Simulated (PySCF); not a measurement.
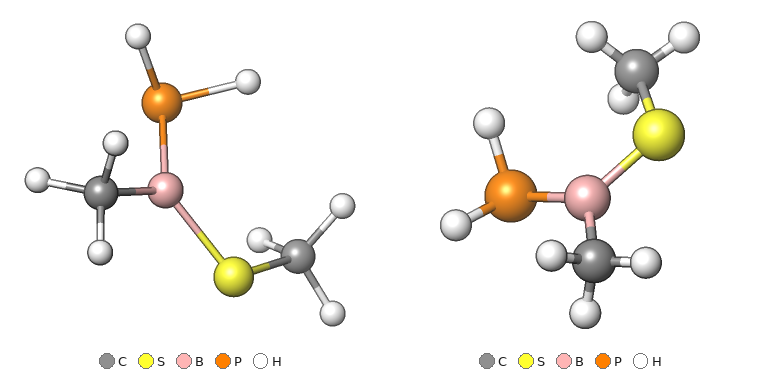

The same structure drawn twice, from different directions.

The geometry was computed by an optimisation with PBE0-D3(BJ)/def2-SVP. No frequency run is at hand to confirm it as a minimum.

What is the molecular formula?

C2H8BPS, 13 atoms: 2 carbon, 8 hydrogen, 1 boron, 1 phosphorus and 1 sulfur.

Give a SMILES string for it.

CSB(C)P

Does it have rings?

It has no ring.

Count the bonded pairs by element.

6 C–H, 2 P–H, 1 C–S, 1 B–S, 1 C–B, 1 B–P.

Give the symmetry (Schoenflies symbol).

C1.

The parts below concern this one geometry. Atoms keep their numbers from picture to picture.

## Geometry

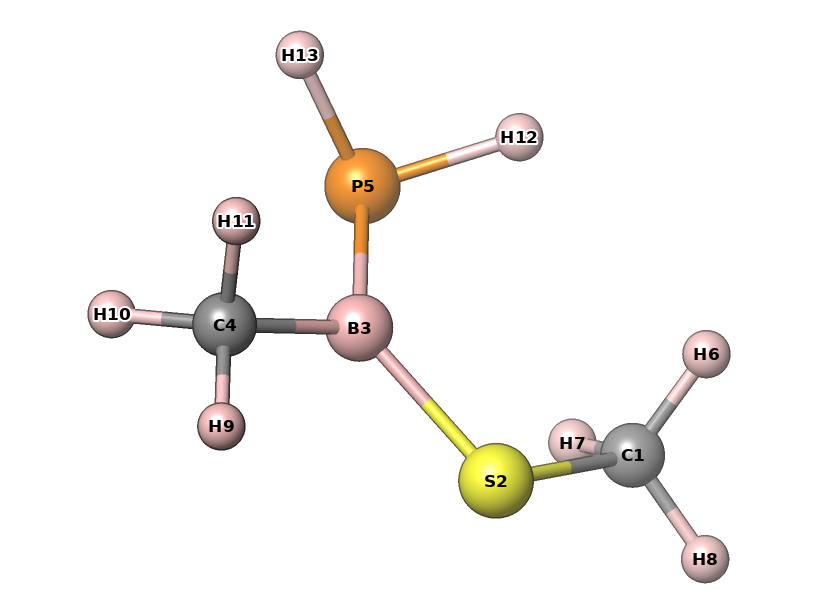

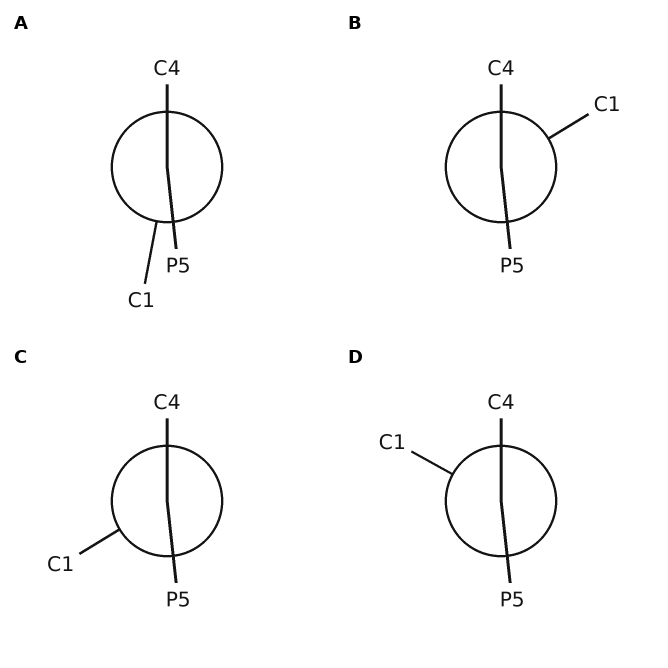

Depth is shown by fading: the farther an atom, the more it takes the colour of the background. Bonds that would overlap in a projection are set slightly apart. No frequency run is at hand to confirm it as a minimum.

Which Newman projection shows the view along B3–S2, with B3 in front?

A. The torsion angle P5–B3–S2–C1 is 5°, synperiplanar (eclipsed).

## Charges

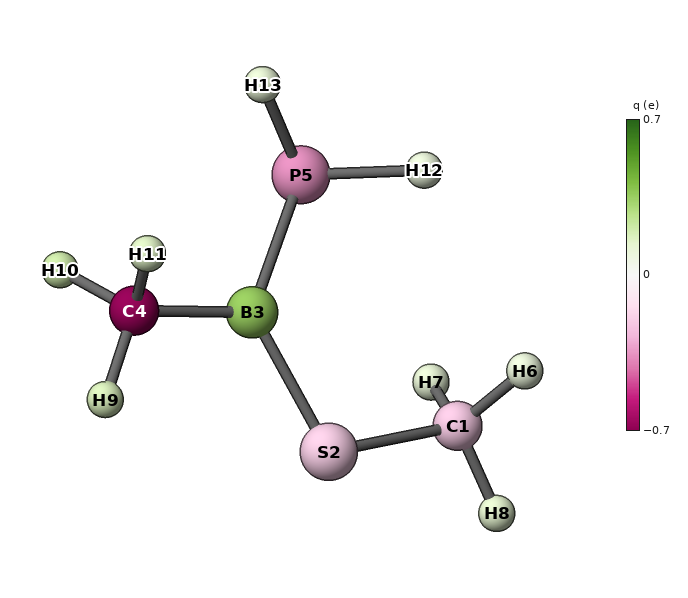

Atoms are coloured by their ESP-fitted charges. No frequency run is at hand to confirm it as a minimum. Level of theory: PBE0/def2-SVP, gas phase (PySCF 2.14.0).

Which atom carries the highest charge (most positive or least negative)?

B3 (0.35 e).

And the lowest?

C4 (−0.67 e).

Give the ESP-fitted charges atom by atom.

| atom | value (e) |
| --- | --- |
| C1 | −0.21 |
| S2 | −0.20 |
| B3 | 0.35 |
| C4 | −0.67 |
| P5 | −0.36 |
| H6 | 0.09 |
| H7 | 0.11 |
| H8 | 0.13 |
| H9 | 0.17 |
| H10 | 0.21 |
| H11 | 0.16 |
| H12 | 0.09 |
| H13 | 0.12 |

## Levels of theory compared

No frequency run is at hand to confirm it as a minimum. Program: PySCF 2.14.0.

At this fixed geometry, give HOMO energy (eV), HOMO–LUMO gap (eV), dipole (D) at these levels: PBE0/6-311+G(2d,p); PBE0/6-31G*; PBE0/IGLO-III; PBE0/aug-cc-pVDZ; PBE0/cc-pVDZ; PBE0/cc-pVTZ; PBE0/def2-SVP; PBE0/def2-TZVP; PBE0/pcSseg-0; PBE0/pcSseg-2.

| level | HOMO energy (eV) | HOMO–LUMO gap (eV) | dipole (D) |
| --- | --- | --- | --- |
| PBE0/6-311+G(2d,p) | −7.08 | 6.23 | 0.97 |
| PBE0/6-31G* | −6.97 | 6.37 | 1.04 |
| PBE0/IGLO-III | −7.04 | 6.25 | 0.96 |
| PBE0/aug-cc-pVDZ | −7.08 | 6.25 | 0.95 |
| PBE0/cc-pVDZ | −6.97 | 6.33 | 0.93 |
| PBE0/cc-pVTZ | −7.06 | 6.27 | 0.93 |
| PBE0/def2-SVP | −6.99 | 6.33 | 0.99 |
| PBE0/def2-TZVP | −7.06 | 6.25 | 0.94 |
| PBE0/pcSseg-0 | −7.19 | 6.32 | 1.47 |
| PBE0/pcSseg-2 | −7.09 | 6.24 | 0.97 |

## Bond orders

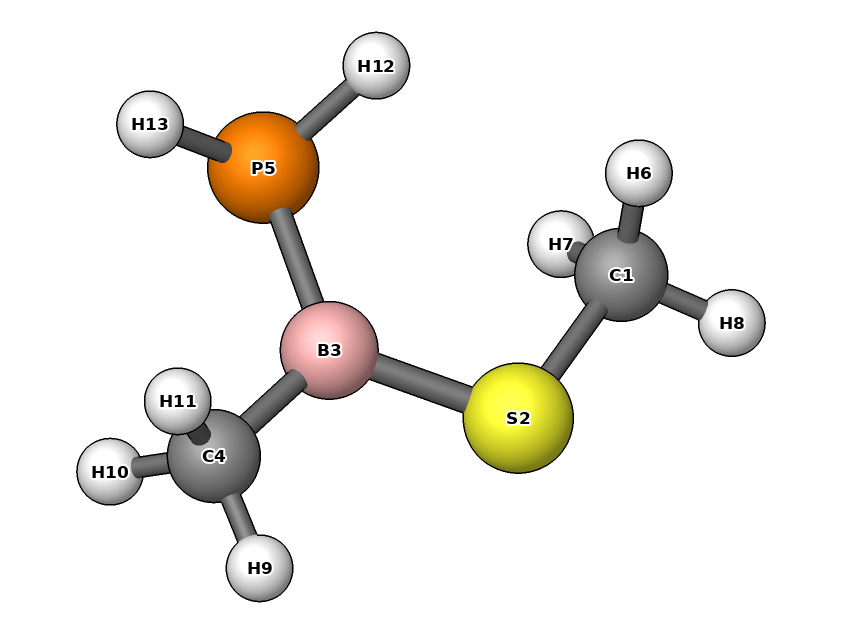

The thickness of each stick grows with its Mayer bond order. No frequency run is at hand to confirm it as a minimum. Computed with PBE0/def2-SVP (PySCF 2.14.0).

Which bond has the highest Mayer bond order?

S2–B3, 1.37, at a length of 1.783 Å.

List the Mayer bond orders of C1–S2, C1–H6, C1–H7, C1–H8, S2–B3, B3–C4, B3–P5, C4–H9, C4–H10, C4–H11, P5–H12, P5–H13.

```json
{"bond": "C1–S2", "Mayer order": "1.01", "length (Å)": "1.813"}
{"bond": "C1–H6", "Mayer order": "0.96", "length (Å)": "1.099"}
{"bond": "C1–H7", "Mayer order": "0.96", "length (Å)": "1.099"}
{"bond": "C1–H8", "Mayer order": "0.97", "length (Å)": "1.098"}
{"bond": "S2–B3", "Mayer order": "1.37", "length (Å)": "1.783"}
{"bond": "B3–C4", "Mayer order": "1.10", "length (Å)": "1.573"}
{"bond": "B3–P5", "Mayer order": "1.09", "length (Å)": "1.920"}
{"bond": "C4–H9", "Mayer order": "0.95", "length (Å)": "1.100"}
{"bond": "C4–H10", "Mayer order": "0.95", "length (Å)": "1.103"}
{"bond": "C4–H11", "Mayer order": "0.94", "length (Å)": "1.104"}
{"bond": "P5–H12", "Mayer order": "0.94", "length (Å)": "1.424"}
{"bond": "P5–H13", "Mayer order": "0.94", "length (Å)": "1.424"}
```
